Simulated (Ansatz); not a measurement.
# The MXene Zr3C2 with Br ends: bands and core levels, part 4 of 4

Wanted: the XPS lines and the band structure of the MXene Zr3C2 with Br ends.

Ansatz 0.2.0; DFT, PBE, plane-wave PAW, default files, scalar-relativistic.

So far. Step 3 (Bands by layer): The largest force component on a free atom is 0.001 eV/Å, so the atoms are at rest for these settings too. At the Fermi level the DOS is 2.02 states/eV a cell, and on the broadened curves Zr 4d holds 80 % of the total there.

## (5) Density and potential on the grid

System of this step: Zr3C2Br2. The cell holds 7 atoms: 2 Br, 3 Zr and 2 C. Cell: a = 3.460 Å, b = 3.460 Å, c = 23.500 Å, α = 90.0°, β = 90.0°, γ = 120.0°. It derives from Zr3C2. How the cell was made: MXene sheet; termination: Br; lattice typed at the start. Regions: L1, 1 atom (1 Br); L2, 1 atom (1 Zr); L3, 1 atom (1 C); in, 2 atoms (1 Zr and 1 C); rest, 2 atoms (1 Zr and 1 Br). Vacuum lies along c.

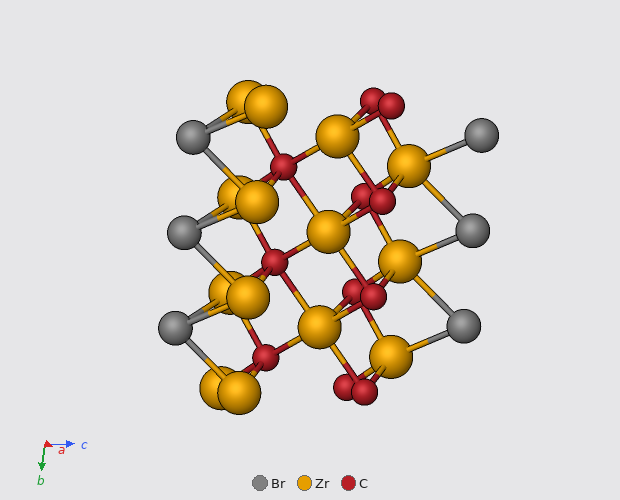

The cell of this step (bromine grey, zirconium orange, carbon red). 1×3×1 cells are drawn. Some periodic images of atoms are drawn too.

The density, the localisation function and the potential are written on the grid, to look at the bonding.

File input.yaml:

```yaml
crystal:
  lattice:
    - [3.4597443436, 0.0, 0.0]
    - [-1.7298721718, 2.9962264922, 0.0]
    - [0.0, 0.0, 23.5]
  atoms:
    - { symbol: Br, position: [0.6666666667, 0.3333333333, 0.6903011162] }
    - { symbol: Zr, position: [0.3333333333, 0.6666666667, 0.6060993963] }
    - { symbol: C, position: [0.0, 0.0, 0.5592612758] }
    - { symbol: Zr, position: [0.6666666667, 0.3333333333, 0.5] }
    - { symbol: C, position: [0.3333333333, 0.6666666667, 0.4407387242] }
    - { symbol: Zr, position: [0.0, 0.0, 0.3939006037] }
    - { symbol: Br, position: [0.6666666667, 0.3333333333, 0.3096988838] }
kpoints:
  mp_grid: { grid: [12, 12, 1] }
scf:
  occupations: { method: fermi_dirac, width: 0.05 }
  n_extra_bands: 8
hamiltonian:
  xc: pbe
  pseudopotentials: { kind: paw }
output:
  forces: true
  write_density: true
  write_potential: true
  elf: true
  volumetric_format: npy
```

Launch:

```console
$ ansatz run input.yaml --threads 4 --pin off --max-ram 6144MiB --backend cpu --events-out ev --progress --plain --runs-dir out
```

Numbers of over 12 decimals in the logs are rounded to 6 here.

The program printed:

```text
[...]
Crystal: 7 atoms, lattice volume = 243.605 Å³
Basis set: ecut = 420 eV, 4753 PW (Γ), exchange–correlation on 48×48×320 points (8 copies of the dense FFT grid, shifted against one another)
Bands: 37, of which v1, the nominal top of the filled ones, is band 29 counted from 1 (28 counted from 0)
Symmetry: 12 space group operations
[...]
k-points: 19 of 144
[...]
SCF iter   1: F=—  HF=-18627.924163 eV  |F-HF|=—  |Δ(HF+E_count)|=         —  Δρ=3.06e-3  dr2=3.16e-1  ethr=1.77e-3  ⟨swp⟩=8.3  Hψ=3656  notcnv=0  defer=1
[...]
SCF iter   7: F=-18627.891712 eV  HF=-18627.891712 eV  |F-HF|=6.79e-8  |Δ(HF+E_count)|=   4.89e-7  Δρ=3.50e-6  dr2=2.03e-8  ethr=1.72e-10  ⟨swp⟩=20.1  Hψ=6459  notcnv=0
SCF 1 converged in 7 iterations: F = -18627.891712 eV  dr2 = 2.03e-8
[...]
SCF converged after 7 iterations
Free energy (F): -18627.891712 eV
[...]
Internal energy: -18627.875713 eV  (E = F + TS)
E sigma→0 (E₀):  -18627.883712 eV
Entropy (-TS):   -0.015999 eV (-2.286 meV/atom)
Fermi energy:    4.231743 eV
[...]
--- Forces (eV/Å), atoms counted from 1 ---
  atom   1  Br    -0.00000000    -0.00000000     0.00030633
  atom   2  Zr     0.00000000     0.00000000    -0.00073590
  atom   3  C      0.00000000    -0.00000000    -0.00014693
  atom   4  Zr     0.00000000     0.00000000     0.00000000
  atom   5  C      0.00000000     0.00000000     0.00014693
  atom   6  Zr     0.00000000    -0.00000000     0.00073590
  atom   7  Br    -0.00000000     0.00000000    -0.00030633
  max |Σ_I F_I| component: 2.08e-17 eV/Å
--- Band table (eV; the first three rows and the last of 19) ---
  k-point 0: bands = [... 25 lower, 1.8456, 2.4686, 2.4686, 4.2854, 4.2854, 5.0230, 5.4917, 5.4917, ... 4 higher]
  k-point 1: bands = [... 25 lower, 1.8190, 2.0544, 2.3367, 4.1082, 4.4393, 4.9501, 5.5230, 5.5784, ... 4 higher]
  k-point 2: bands = [... 25 lower, 1.5504, 1.7915, 2.1099, 3.5902, 4.8306, 4.8654, 5.5762, 5.7590, ... 4 higher]
  k-point 18: bands = [... 25 lower, 1.1126, 1.5268, 1.5268, 5.0899, 5.0899, 5.1716, 5.6775, 6.1432, ... 4 higher]
```

It took 3.6 s on 4 threads of Arm Neoverse V2, shared host; peak memory 0.7 GiB; 14 s of CPU time.

This step gave:

```
free energy             : -18627.8917 eV
energy at zero smearing : -18627.8837 eV
smearing term TS        : 0.01600 eV
symmetry operations     : 12
```

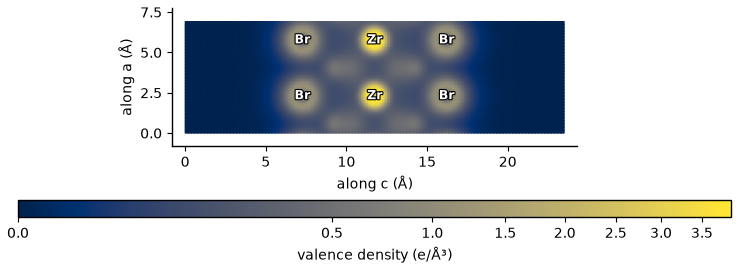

Valence density in the ca plane at fractional y = 0.333, with atoms of Br and Zr within 0.2 Å of it. It is the smooth field of the valence electrons, not physical close to the nuclei. The colour scale is stretched toward low values.

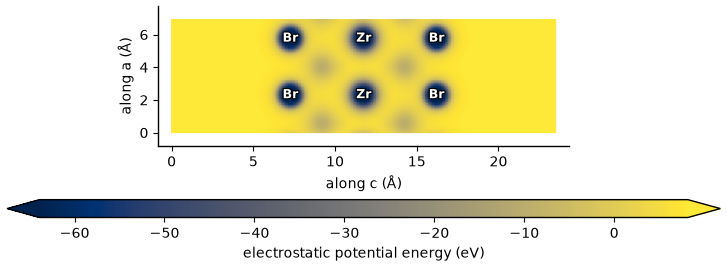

Electrostatic potential energy in the ca plane at fractional y = 0.333, with atoms of Br and Zr within 0.2 Å of it. With pseudopotentials it is smooth inside the atoms' cores, unlike the true potential.

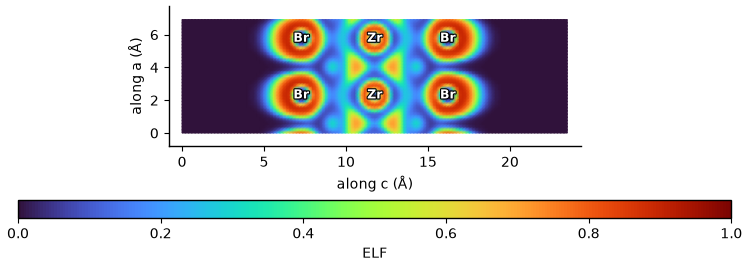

ELF in the ca plane at fractional y = 0.333, with atoms of Br and Zr within 0.2 Å of it. It is the smooth field of the valence electrons, not physical close to the nuclei.

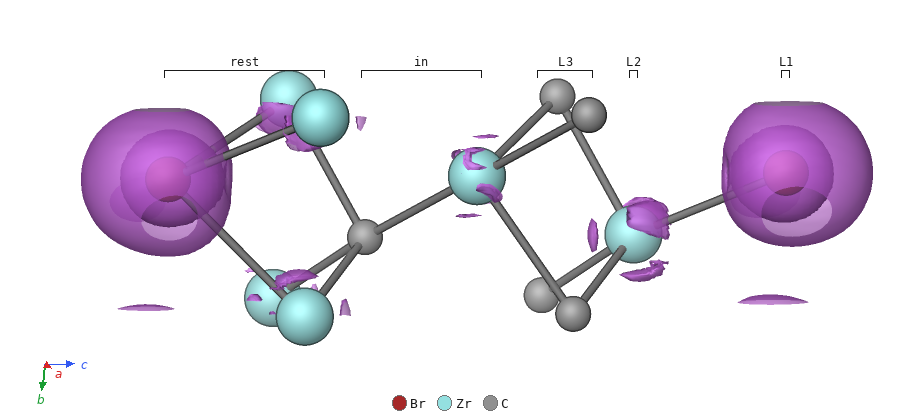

Surface of ELF = 0.82.

## (6) Maps in the surface zone

Analysers record intensity over the zone at fixed energy, so the same weights are taken on a square grid of wave vectors.

input.yaml, the sections that differ from step 5:

```yaml
scf:
  occupations: { method: fermi_dirac, width: 0.05 }
  n_extra_bands: 6
output:
  forces: true
  write_potential: true
  volumetric_format: []
  eigenstates:
    kpoints:
      - [0.2494839, -0.2747079, 0.0]
      - [0.3432984, -0.3216152, 0.0]
      - [0.4371129, -0.3685225, 0.0]
      - [-0.4690725, -0.4154297, 0.0]
      - [-0.375258, -0.462337, 0.0]
      - [-0.2814435, 0.4907558, 0.0]
      # [... 73 more points ...]
      - [-0.0938145, 0.0469073, 0.0]
      - [0.0, 0.0, 0.0]
    e_range: [-3.0, 1.5]
    unfold:
      supercell_matrix: [[1, 0, 0], [0, 1, 0], [0, 0, 1]]
      layers:
        axis: 3
        edges: [0.148936, 0.423404, 0.447872, 0.552128, 0.576596, 0.851064]
# crystal, kpoints, hamiltonian: as in step 5
```

The program printed:

```text
[...]
Crystal: 7 atoms, lattice volume = 243.605 Å³
Basis set: ecut = 420 eV, 4753 PW (Γ), exchange–correlation on 48×48×320 points (8 copies of the dense FFT grid, shifted against one another)
Bands: 35, of which v1, the nominal top of the filled ones, is band 29 counted from 1 (28 counted from 0)
Symmetry: 12 space group operations
[...]
k-points: 19 of 144
[...]
SCF iter   1: F=—  HF=-18627.924569 eV  |F-HF|=—  |Δ(HF+E_count)|=         —  Δρ=3.06e-3  dr2=3.16e-1  ethr=1.77e-3  ⟨swp⟩=8.3  Hψ=3389  notcnv=0
[...]
SCF iter   7: F=-18627.891712 eV  HF=-18627.891712 eV  |F-HF|=7.22e-8  |Δ(HF+E_count)|=   5.37e-7  Δρ=3.55e-6  dr2=2.02e-8  ethr=1.72e-10  ⟨swp⟩=16.1  Hψ=6137  notcnv=0
SCF 1 converged in 7 iterations: F = -18627.891712 eV  dr2 = 2.02e-8
[...]
SCF converged after 7 iterations
Free energy (F): -18627.891712 eV
[...]
Internal energy: -18627.875713 eV  (E = F + TS)
E sigma→0 (E₀):  -18627.883712 eV
Entropy (-TS):   -0.015999 eV (-2.286 meV/atom)
Fermi energy:    4.231751 eV
[...]
--- Forces (eV/Å), atoms counted from 1 ---
  atom   1  Br    -0.00000000    -0.00000000     0.00030936
  atom   2  Zr     0.00000000     0.00000000    -0.00074178
  atom   3  C      0.00000000    -0.00000000    -0.00015034
  atom   4  Zr    -0.00000000     0.00000000     0.00000000
  atom   5  C      0.00000000     0.00000000     0.00015034
  atom   6  Zr     0.00000000    -0.00000000     0.00074178
  atom   7  Br     0.00000000     0.00000000    -0.00030936
  max |Σ_I F_I| component: 4.97e-17 eV/Å
--- Band table (eV; the first three rows and the last of 19) ---
  k-point 0: bands = [... 25 lower, 1.8456, 2.4686, 2.4686, 4.2855, 4.2855, 5.0231, 5.4917, 5.4917, ... 2 higher]
  k-point 1: bands = [... 25 lower, 1.8190, 2.0545, 2.3367, 4.1082, 4.4393, 4.9501, 5.5230, 5.5784, ... 2 higher]
  k-point 2: bands = [... 25 lower, 1.5505, 1.7915, 2.1099, 3.5902, 4.8306, 4.8654, 5.5762, 5.7590, ... 2 higher]
  k-point 18: bands = [... 25 lower, 1.1126, 1.5268, 1.5268, 5.0899, 5.0899, 5.1716, 5.6775, 6.1432, ... 2 higher]
```

The job ended after 12 s (4 threads; peak memory 0.72 GiB).

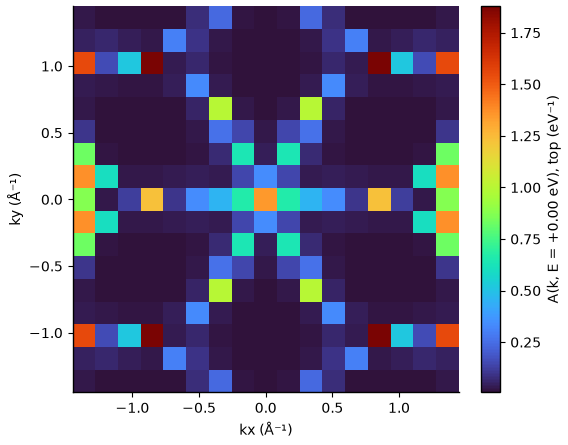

A(k, E = +0.00 eV), top over kx and ky. Zero: Fermi level; centre [0, 0, 0]; axes [1, 0, 0], [0, 1, 0].

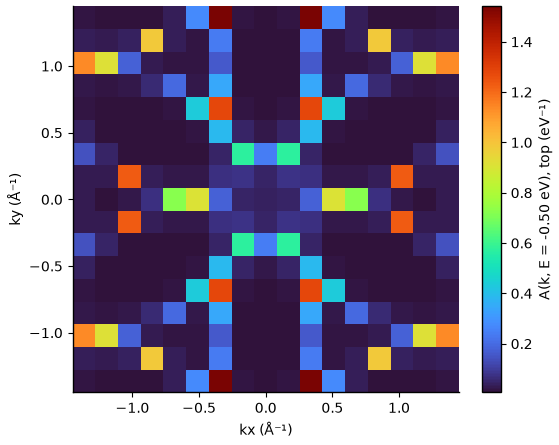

A(k, E = -0.50 eV), top over kx and ky. Zero: Fermi level; centre [0, 0, 0]; axes [1, 0, 0], [0, 1, 0].

Levels are drawn here with a half width of 0.05 eV, so heights of A(k,E) don't compare between steps with other widths.

In the map at +0.00 eV the intensity peaks 1.33 Å⁻¹ from the map's centre (the map runs past the first zone), and 12 % of the points pass 30 % of that peak; the grid step of 0.17 Å⁻¹ is coarse against sharp contours.

## (7) Results

* work function: 3.96 eV
* Zr core shifts among the listed atoms, from the last listed one: +0.00 to +0.47 eV

**Reading.** The Fermi level of the MXene Zr3C2 with Br ends lies 3.96 eV below the vacuum. Core shifts: Zr +0.00 to +0.47 eV. Among the sites run, the most bound Zr 3d level is that of Zr5 (layer 2), bonded to 3 Br and 3 C; the least bound, 0.47 eV shallower, that of Zr13 (inner group), bonded to 6 C. That is the order that electronegative neighbours give as a rule, though screening of the hole enters too. At 1486.7 eV the valence spectrum has its highest listed peaks within 13 eV at 3.8 eV (Br 4p), 5.2 eV (Br 4p) and 10.1 eV (C 2s), and the deeper Zr 4p line at 27.4 eV is higher still (without the spin–orbit splitting that a measurement shows). The shell named is the one with most of the intensity, cross sections included, not always the one with most states there. In the main run, from 1486.7 eV towards hard X-rays the Br 4s share grows by 9 points, as its cross section falls more slowly with photon energy than those of the shells it gains on. Small or evenly spaced maxima in the DOS and spectra can be ripples of the k-mesh.

[Logs are printed without paths, hosts, clocks, repeated set-up lines and the standing remarks that a program may print on its own settings, such as how far it seeks lower states.]

[Hosts, paths, dates, database ids (printed as entryN), source tags and the programs' standing remarks are cut or masked in the printed files.]

[Maps of the electrostatic potential energy from Ansatz leave out the sawtooth potential of an applied field or a dipole correction, so their vacuum need not be flat; work functions include it.]
